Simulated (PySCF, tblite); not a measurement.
# C5H14Si3: infrared bands, NMR shifts and electronic excitations in gas and solvents, part 2 of 2

tblite 0.8.0 and PySCF 2.14.0. Atoms count from 0. The steps go on from the part before.

## 6. Excited states and response: B3LYP/def2-SVPD

The job: settings as JSON, then the geometry in Å.

```
{"job": {"kind": "uv", "xc": "B3LYP", "basis": "def2-SVPD", "ip": true}, "charge": 0, "multiplicity": 1}
C     -3.151896    -0.283376    -0.711601
C     -1.816068    -0.257318    -0.754408
C     -0.908309     0.215433     0.334562
Si     0.252829    -1.170465     0.919016
C      1.407571    -1.655669    -0.488287
Si     2.410938    -0.208876    -1.162902
C      1.263032     1.213543    -1.624773
Si     0.107339     1.720897    -0.226359
H     -3.702956     0.055821     0.171464
H     -3.738908    -0.645212    -1.559160
H     -1.328912    -0.612777    -1.673272
H     -1.502337     0.534615     1.210380
H     -0.553732    -2.344147     1.379594
H      1.063180    -0.666281     2.073344
H      0.810178    -2.096877    -1.305400
H      2.097848    -2.443030    -0.140526
H      3.360719     0.257683    -0.103101
H      3.219504    -0.637747    -2.349130
H      0.657727     0.920532    -2.500484
H      1.868051     2.082790    -1.934007
H      0.918303     2.215204     0.932108
H     -0.816404     2.815448    -0.660715
```

Method: TDDFT B3LYP/def2-SVPD, vertical, gas phase, core orbitals frozen in the response.

Output:

```text
coarse grid: 18984 points
cycle   1  E = -1066.8597701425  dE =  4.128e-01  |g| = 6.116e-01  |ddm| = 7.993e+00
cycle   2  E = -1066.8000855262  dE =  5.968e-02  |g| = 7.508e-01  |ddm| = 2.045e+00
cycle   3  E = -1066.9565866184  dE = -1.565e-01  |g| = 7.325e-02  |ddm| = 1.201e+00
cycle   4  E = -1066.9578843774  dE = -1.298e-03  |g| = 4.112e-02  |ddm| = 2.746e-01
cycle   5  E = -1066.9583152874  dE = -4.309e-04  |g| = 1.488e-02  |ddm| = 9.800e-02
cycle   6  E = -1066.9583745789  dE = -5.929e-05  |g| = 2.664e-03  |ddm| = 2.710e-02
cycle   7  E = -1066.9583764989  dE = -1.920e-06  |g| = 7.483e-04  |ddm| = 7.787e-03
final grid: 167032 points
cycle   8  E = -1067.1090105343  dE = -3.734e-05  |g| = 5.007e-03  |ddm| = 1.813e-01
cycle   9  E = -1067.1090043518  dE =  6.182e-06  |g| = 6.851e-03  |ddm| = 2.281e-02
cycle  10  E = -1067.1090175469  dE = -1.320e-05  |g| = 8.956e-04  |ddm| = 1.281e-02
cycle  11  E = -1067.1090177488  dE = -2.019e-07  |g| = 2.392e-04  |ddm| = 1.833e-03
cycle  12  E = -1067.1090177639  dE = -1.512e-08  |g| = 6.612e-05  |ddm| = 5.442e-04
cycle  13  E = -1067.1090177652  dE = -1.241e-09  |g| = 1.622e-05  |ddm| = 1.586e-04
cycle  14  E = -1067.1090177652  dE = -7.390e-11  |g| = 4.490e-06  |ddm| = 4.593e-05
converged SCF energy = -1067.1090177652

Static polarisability (au): isotropic 138.900, principal 122.168 132.794 161.738

Singlet excitations
state   eV       nm        f      main configurations
  1   6.0005    206.6   0.24522   H->L 0.90
  2   6.0354    205.4   0.02070   H->L+1 0.96
  3   6.3059    196.6   0.00001   H->L+2 0.97
  4   6.6627    186.1   0.01512   H->L+3 0.90
  5   6.8027    182.3   0.00434   H-1->L 0.81, H->L+5 0.09
  6   6.8701    180.5   0.00624   H->L+5 0.49, H->L+6 0.32, H-1->L 0.14
  7   6.8959    179.8   0.12744   H->L+4 0.76, H-2->L 0.14
  8   7.1379    173.7   0.04524   H->L+6 0.52, H->L+5 0.30, H->L+8 0.11
  9   7.1663    173.0   0.06321   H-2->L 0.74, H->L+4 0.10, H-1->L+1 0.09
 10   7.2045    172.1   0.00167   H-1->L+1 0.63, H->L+7 0.26

Triplet excitations (Tamm-Dancoff, eV): 4.1085 5.9610 6.1720 6.4836
Vertical ionisation energy (delta-SCF) = 8.7288 eV
```

It took 6.2 min on 1 thread of Arm Neoverse N1, shared host; peak memory 1.2 GiB.

Frontier orbitals and where they lie:

```csv
orbital,eV,atoms
HOMO−3,-8.85,"Si5 16 %, H16 16 %, C6 8 %"
HOMO−2,-8.30,"C4 14 %, C6 14 %, Si5 12 %"
HOMO−1,-8.06,"C6 15 %, C4 15 %, Si5 14 %"
HOMO,-6.80,"C0 32 %, C1 25 %, C2 16 %"
LUMO,-0.43,"C0 25 %, C1 24 %, C2 7 %"
LUMO+1,0.00,"Si5 16 %, Si7 8 %, Si3 8 %"
LUMO+2,0.34,"Si3 15 %, Si7 15 %, H11 8 %"
```

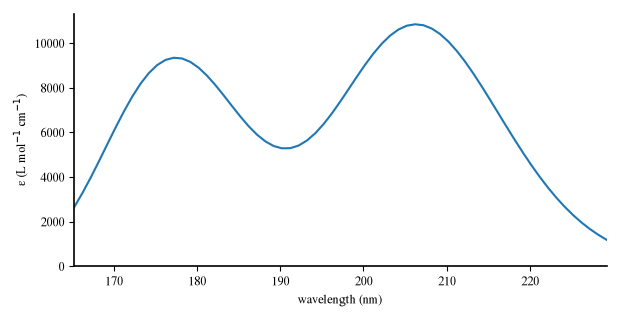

Absorption spectrum: each of the 10 states is a Gaussian band of 0.4 eV half-width at 1/e. Beyond the last state computed it falls off for lack of states.

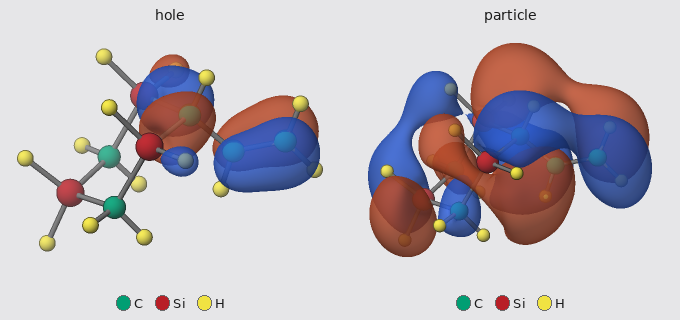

Leading natural transition orbitals of singlet state 1: the electron leaves the hole (left) for the particle orbital (right).

Further results of this job:

```csv
property,computed
dipole moment (D),0.75
polarisability (Å³),20.58
HOMO–LUMO gap (eV),6.37
−ε(HOMO) (eV),6.80
```

## 7. Nuclear shieldings: B3LYP/pcSseg-1

Same as in step 6 but for these lines:

```diff
@@ -1,2 +1,2 @@
-{"job": {"kind": "uv", "xc": "B3LYP", "basis": "def2-SVPD", "ip": true}, "charge": 0, "multiplicity": 1}
+{"job": {"kind": "nmr", "xc": "B3LYP", "basis": "pcSseg-1", "pop": false}, "charge": 0, "multiplicity": 1}
 C     -3.151896    -0.283376    -0.711601
```

With the program's defaults for keys left out, this is: GIAO B3LYP/pcSseg-1 NMR shielding, non-relativistic, gas phase.

Output:

```text
coarse grid: 18984 points
cycle   1  E = -1067.3102497899  dE =  4.579e-01  |g| = 6.378e-01  |ddm| = 4.252e+00
cycle   2  E = -1067.2487215481  dE =  6.153e-02  |g| = 7.821e-01  |ddm| = 1.211e+00
cycle   3  E = -1067.4118709364  dE = -1.631e-01  |g| = 6.954e-02  |ddm| = 8.020e-01
cycle   4  E = -1067.4130100943  dE = -1.139e-03  |g| = 3.623e-02  |ddm| = 1.359e-01
cycle   5  E = -1067.4133083177  dE = -2.982e-04  |g| = 1.530e-02  |ddm| = 4.504e-02
cycle   6  E = -1067.4133684255  dE = -6.011e-05  |g| = 2.678e-03  |ddm| = 1.394e-02
cycle   7  E = -1067.4133702282  dE = -1.803e-06  |g| = 7.945e-04  |ddm| = 3.724e-03
final grid: 167032 points
cycle   8  E = -1067.4667474550  dE = -2.388e-05  |g| = 5.738e-03  |ddm| = 2.465e-02
cycle   9  E = -1067.4667405130  dE =  6.942e-06  |g| = 7.566e-03  |ddm| = 1.345e-02
cycle  10  E = -1067.4667560063  dE = -1.549e-05  |g| = 1.063e-03  |ddm| = 8.243e-03
cycle  11  E = -1067.4667562672  dE = -2.608e-07  |g| = 2.986e-04  |ddm| = 1.076e-03
cycle  12  E = -1067.4667562898  dE = -2.268e-08  |g| = 6.179e-05  |ddm| = 2.869e-04
cycle  13  E = -1067.4667562907  dE = -8.276e-10  |g| = 2.107e-05  |ddm| = 7.192e-05
converged SCF energy = -1067.4667562907

GIAO shielding tensors (ppm)
atom      isotropic    diamagn.    paramagn.     s11        s22        s33       span
  0 C       59.858     251.659    -191.802    -51.248     85.208    145.613    196.861
  1 C       34.714     257.849    -223.135    -94.568     46.449    152.263    246.832
  2 C      157.937     257.705     -99.768    146.062    149.484    178.264     32.202
  3 Si     370.511     881.859    -511.348    338.133    363.723    409.678     71.545
  4 C      189.989     257.980     -67.990    181.398    186.696    201.874     20.476
  5 Si     375.102     879.680    -504.578    343.718    366.791    414.798     71.080
  6 C      190.022     257.767     -67.745    181.406    186.676    201.985     20.579
  7 Si     369.942     881.619    -511.677    337.022    363.481    409.323     72.302
  8 H       26.193      31.129      -4.936     22.590     25.226     30.762      8.172
  9 H       26.305      28.708      -2.403     22.960     24.927     31.029      8.069
 10 H       25.486      34.428      -8.942     22.089     23.838     30.531      8.441
 11 H       30.107      34.557      -4.451     26.888     28.224     35.208      8.320
 12 H       27.091      30.120      -3.029     23.151     25.295     32.826      9.675
 13 H       27.055      31.117      -4.061     24.410     24.901     31.855      7.444
 14 H       31.291      32.717      -1.426     27.502     28.911     37.459      9.957
 15 H       31.663      29.269       2.395     26.549     28.046     40.395     13.847
 16 H       27.156      28.998      -1.842     24.281     25.076     32.110      7.829
 17 H       26.817      27.642      -0.825     22.869     24.741     32.840      9.971
 18 H       31.296      32.449      -1.153     27.511     28.933     37.444      9.933
 19 H       31.665      28.747       2.918     26.540     28.044     40.412     13.872
 20 H       27.046      30.906      -3.860     24.413     24.886     31.839      7.426
 21 H       27.099      29.842      -2.743     23.162     25.322     32.813      9.652
```

It took 83 s on 1 thread of Arm Neoverse N1, shared host; peak memory 1 GiB.

Key values: δ C1 144.5, C0 119.4, C2 21.3, C4 -10.8, H10 5.90, H8 5.19 ppm (means over like atoms).

## 8. Shielding tensors: PBE0/pcSseg-1 in methanol

Same as in step 7 but for these lines:

```diff
@@ -1,2 +1,2 @@
-{"job": {"kind": "nmr", "xc": "B3LYP", "basis": "pcSseg-1", "pop": false}, "charge": 0, "multiplicity": 1}
+{"job": {"kind": "nmr", "xc": "PBE0", "basis": "pcSseg-1", "solvent": "methanol", "pop": true}, "charge": 0, "multiplicity": 1}
 C     -3.151896    -0.283376    -0.711601
```

Method: GIAO PBE0/pcSseg-1 NMR shielding, non-relativistic, IEF-PCM methanol.

Output:

```text
coarse grid: 18984 points
cycle   1  E = -1066.6652469106  dE =  4.830e-01  |g| = 5.377e-01  |ddm| = 4.224e+00
cycle   2  E = -1066.6432122262  dE =  2.203e-02  |g| = 6.000e-01  |ddm| = 9.755e-01
cycle   3  E = -1066.7383480362  dE = -9.514e-02  |g| = 4.637e-02  |ddm| = 5.762e-01
cycle   4  E = -1066.7387886219  dE = -4.406e-04  |g| = 2.514e-02  |ddm| = 7.858e-02
cycle   5  E = -1066.7389398276  dE = -1.512e-04  |g| = 8.347e-03  |ddm| = 2.875e-02
cycle   6  E = -1066.7389562125  dE = -1.638e-05  |g| = 2.110e-03  |ddm| = 7.516e-03
cycle   7  E = -1066.7389573859  dE = -1.173e-06  |g| = 3.998e-04  |ddm| = 2.487e-03
final grid: 167032 points
cycle   8  E = -1066.7856040081  dE = -2.659e-05  |g| = 7.608e-03  |ddm| = 2.632e-02
cycle   9  E = -1066.7855965026  dE =  7.506e-06  |g| = 9.266e-03  |ddm| = 1.592e-02
cycle  10  E = -1066.7856193894  dE = -2.289e-05  |g| = 9.221e-04  |ddm| = 8.766e-03
cycle  11  E = -1066.7856195753  dE = -1.859e-07  |g| = 3.168e-04  |ddm| = 9.644e-04
cycle  12  E = -1066.7856196002  dE = -2.493e-08  |g| = 6.447e-05  |ddm| = 2.693e-04
cycle  13  E = -1066.7856196011  dE = -8.947e-10  |g| = 2.353e-05  |ddm| = 7.380e-05
converged SCF energy = -1066.7856196011

GIAO shielding tensors (ppm)
atom      isotropic    diamagn.    paramagn.     s11        s22        s33       span
  0 C       65.828     253.099    -187.271    -44.456     89.184    152.755    197.211
  1 C       38.113     258.274    -220.161    -91.072     45.427    159.984    251.056
  2 C      164.877     258.220     -93.343    154.289    155.320    185.021     30.732
  3 Si     383.283     881.731    -498.449    351.326    375.809    422.714     71.389
  4 C      196.546     259.194     -62.648    187.889    193.188    208.561     20.672
  5 Si     387.732     879.585    -491.852    356.522    378.702    427.974     71.452
  6 C      196.570     258.996     -62.426    187.872    193.176    208.662     20.790
  7 Si     382.686     881.527    -498.841    350.237    375.507    422.316     72.079
  8 H       25.900      30.793      -4.893     22.277     24.820     30.601      8.324
  9 H       25.987      28.582      -2.595     22.671     24.539     30.750      8.079
 10 H       24.967      33.638      -8.671     21.702     23.126     30.072      8.370
 11 H       29.643      34.126      -4.484     26.202     27.467     35.259      9.057
 12 H       27.007      30.055      -3.048     22.988     25.177     32.856      9.868
 13 H       26.926      30.842      -3.915     24.200     24.739     31.840      7.640
 14 H       30.872      32.160      -1.288     26.803     28.160     37.653     10.851
 15 H       31.365      28.993       2.372     25.836     27.517     40.743     14.908
 16 H       27.059      28.810      -1.751     24.117     24.950     32.111      7.994
 17 H       26.705      27.623      -0.918     22.704     24.554     32.856     10.152
 18 H       30.882      31.911      -1.029     26.817     28.189     37.640     10.823
 19 H       31.366      28.505       2.861     25.826     27.513     40.759     14.934
 20 H       26.916      30.648      -3.732     24.202     24.722     31.823      7.621
 21 H       27.017      29.828      -2.811     23.000     25.207     32.845      9.845
```

It took 92 s on 1 thread of Arm Neoverse N1, shared host; peak memory 1.2 GiB.

Key values: δ C1 147.4, C0 119.6, C2 20.6, C4 -11.1, H10 6.27, H8 5.34 ppm (means over like atoms).

## 9. Shielding tensors: PBE0/pcSseg-1 in tetrahydrofuran

Same as in step 8 but for these lines:

```diff
@@ -1,2 +1,2 @@
-{"job": {"kind": "nmr", "xc": "PBE0", "basis": "pcSseg-1", "solvent": "methanol", "pop": true}, "charge": 0, "multiplicity": 1}
+{"job": {"kind": "nmr", "xc": "PBE0", "basis": "pcSseg-1", "solvent": "tetrahydrofuran", "pop": false}, "charge": 0, "multiplicity": 1}
 C     -3.151896    -0.283376    -0.711601
```

Method: GIAO PBE0/pcSseg-1 NMR shielding, non-relativistic, IEF-PCM tetrahydrofuran.

Output:

```text
coarse grid: 18984 points
cycle   1  E = -1066.6642072215  dE =  4.840e-01  |g| = 5.386e-01  |ddm| = 4.224e+00
cycle   2  E = -1066.6415649818  dE =  2.264e-02  |g| = 6.024e-01  |ddm| = 9.771e-01
cycle   3  E = -1066.7374917095  dE = -9.593e-02  |g| = 4.736e-02  |ddm| = 5.831e-01
cycle   4  E = -1066.7379535241  dE = -4.618e-04  |g| = 2.576e-02  |ddm| = 8.140e-02
cycle   5  E = -1066.7381116447  dE = -1.581e-04  |g| = 8.773e-03  |ddm| = 2.977e-02
cycle   6  E = -1066.7381299368  dE = -1.829e-05  |g| = 2.108e-03  |ddm| = 7.825e-03
cycle   7  E = -1066.7381311068  dE = -1.170e-06  |g| = 4.150e-04  |ddm| = 2.534e-03
final grid: 167032 points
cycle   8  E = -1066.7847836824  dE = -2.652e-05  |g| = 7.626e-03  |ddm| = 2.633e-02
cycle   9  E = -1066.7847758575  dE =  7.825e-06  |g| = 9.337e-03  |ddm| = 1.606e-02
cycle  10  E = -1066.7847991055  dE = -2.325e-05  |g| = 9.568e-04  |ddm| = 8.941e-03
cycle  11  E = -1066.7847993084  dE = -2.029e-07  |g| = 3.232e-04  |ddm| = 1.011e-03
cycle  12  E = -1066.7847993343  dE = -2.592e-08  |g| = 6.364e-05  |ddm| = 2.727e-04
cycle  13  E = -1066.7847993352  dE = -8.724e-10  |g| = 2.363e-05  |ddm| = 7.360e-05
converged SCF energy = -1066.7847993352

GIAO shielding tensors (ppm)
atom      isotropic    diamagn.    paramagn.     s11        s22        s33       span
  0 C       65.503     252.958    -187.455    -44.962     88.941    152.530    197.492
  1 C       38.718     258.278    -219.560    -90.330     46.873    159.611    249.941
  2 C      164.886     258.164     -93.278    154.097    155.485    185.076     30.979
  3 Si     383.569     881.723    -498.154    351.796    376.181    422.730     70.933
  4 C      196.483     259.187     -62.704    187.780    193.147    208.523     20.742
  5 Si     388.002     879.586    -491.584    356.942    379.172    427.893     70.950
  6 C      196.509     258.991     -62.482    187.765    193.136    208.626     20.862
  7 Si     382.981     881.519    -498.538    350.716    375.883    422.344     71.628
  8 H       25.907      30.791      -4.884     22.268     24.837     30.616      8.347
  9 H       25.998      28.577      -2.579     22.663     24.557     30.775      8.111
 10 H       25.043      33.707      -8.664     21.769     23.218     30.142      8.373
 11 H       29.690      34.170      -4.480     26.251     27.520     35.298      9.047
 12 H       26.984      30.016      -3.032     22.964     25.151     32.839      9.876
 13 H       26.908      30.806      -3.898     24.177     24.718     31.829      7.652
 14 H       30.936      32.217      -1.281     26.881     28.244     37.683     10.802
 15 H       31.387      29.040       2.348     25.874     27.541     40.747     14.873
 16 H       27.031      28.757      -1.726     24.084     24.915     32.095      8.011
 17 H       26.692      27.603      -0.911     22.685     24.544     32.848     10.163
 18 H       30.944      31.966      -1.022     26.893     28.270     37.668     10.775
 19 H       31.388      28.552       2.836     25.863     27.537     40.763     14.900
 20 H       26.898      30.612      -3.714     24.180     24.701     31.813      7.633
 21 H       26.994      29.789      -2.795     22.975     25.180     32.827      9.852
```

It took 90 s on 1 thread of Arm Neoverse N1, shared host; peak memory 1.2 GiB.

This run: δ C1 146.6, C0 119.8, C2 20.4, C4 -11.2, H10 6.20, H8 5.34 ppm (means over like atoms).

## 10. Comparing the runs: NMR shifts

Shifts (ppm) of some atoms, chosen among heavy atoms and hydrogens apart, means over like atoms, with basis size and wall time:

```csv
run,C1,C2,C4,H10,H11,Si3,Si5,functions,time
PBE0/pcSseg-1,143.3,19.5,-11.7,5.95,1.34,-32.5,-37.1,227,1.8 min
B3LYP/pcSseg-1,144.5,21.3,-10.8,5.90,1.28,-32.4,-37.2,227,83 s
PBE0/pcSseg-1 in methanol,147.4,20.6,-11.1,6.27,1.60,-31.2,-36.0,227,92 s
PBE0/pcSseg-1 in tetrahydrofuran,146.6,20.4,-11.2,6.20,1.55,-31.5,-36.2,227,90 s
```

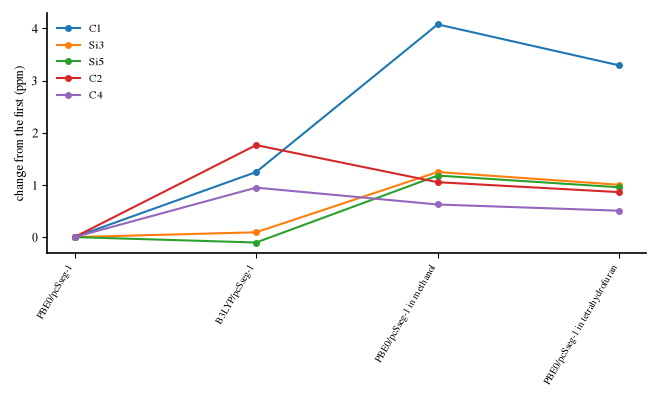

How five of the tabulated atoms move from run to run.

The continuum's effect on the ground state:

```csv
solvent,ε,polarisation energy (Eh),μ (D)
tetrahydrofuran,7.43,-0.0039,1.00
methanol,32.61,-0.0049,1.09
```

## 11. Results

What follows sums up all 2 parts.

| quantity | value |
| --- | --- |
| strongest single infrared mode (GFN2-xTB) | 2221 cm⁻¹, 883 km/mol |
| zero-point energy (GFN2-xTB) | 101.7 kcal/mol |
| rotational constants (main isotopes) | 1.56, 0.95, 0.75 GHz |
| ¹³C shifts against TMS (PBE0/pcSseg-1, means over atoms taken as alike) | 143.3, 120.2, 19.5, -11.7 ppm |
| ¹H shifts against TMS (PBE0/pcSseg-1, means over atoms taken as alike) | 5.95, 5.30, 5.21, 4.65, 4.44, 4.38, 4.34, 1.34, 0.10, -0.27 ppm |
| ²⁹Si shifts against TMS (PBE0/pcSseg-1, means over atoms taken as alike) | -32.5, -37.1 ppm |
| surface potential, least and greatest | -0.63 V and 0.98 V |
| lowest singlet (B3LYP/def2-SVPD) | 6.00 eV (207 nm), f = 0.245 |
| lowest triplet | 4.11 eV |
| vertical ionisation energy (ΔSCF) | 8.73 eV |
| range of the shift of C1 (PBE0/pcSseg-1 runs) | 143.3 to 147.4 ppm |

The optimisation took 52 steps and gained 0.349 eV; among the close pairs (by a distance rule), Si3–C4 changed most, from 1.849 to 1.899 Å (GFN2-xTB). All 60 modes are real, so the xTB geometry is a minimum. The strongest single mode, at 2221 cm⁻¹, is spread over several atoms, H13, H20, H16 among them. GFN2-xTB is a fitted tight-binding method: band positions and strengths are rough. Its intensities can rank the bands wrongly. Over 8 steps the energy fell by 0.258 eV; of the close pairs, Si7–H20 changed most, 1.448 to 1.498 Å (PBE0/def2-SVP). The most deshielded carbon is C1 (alkene CH), at 143.3 ppm: the olefinic region. H10 (hydrogen on an alkene CH) lies farthest downfield among hydrogen, at 5.95 ppm; olefinic region. At PBE0/pcSseg-1: The widest tensor belongs to C1: span 245 ppm, with a paramagnetic part of -217 ppm. The lowest singlet, at 6.00 eV, is HOMO→LUMO 0.90 and is bright. The lowest triplet lies 1.89 eV below the lowest singlet (triplets in Tamm-Dancoff, singlets in full TDDFT). At one level, PBE0/pcSseg-1: Across the 3 runs the shift of C1 moves most, between 143.3 (PBE0/pcSseg-1) and 147.4 ppm (PBE0/pcSseg-1 in methanol). The continuum holds electrostatics alone: no hydrogen bonds to the solvent, and the gas-phase geometry is kept.
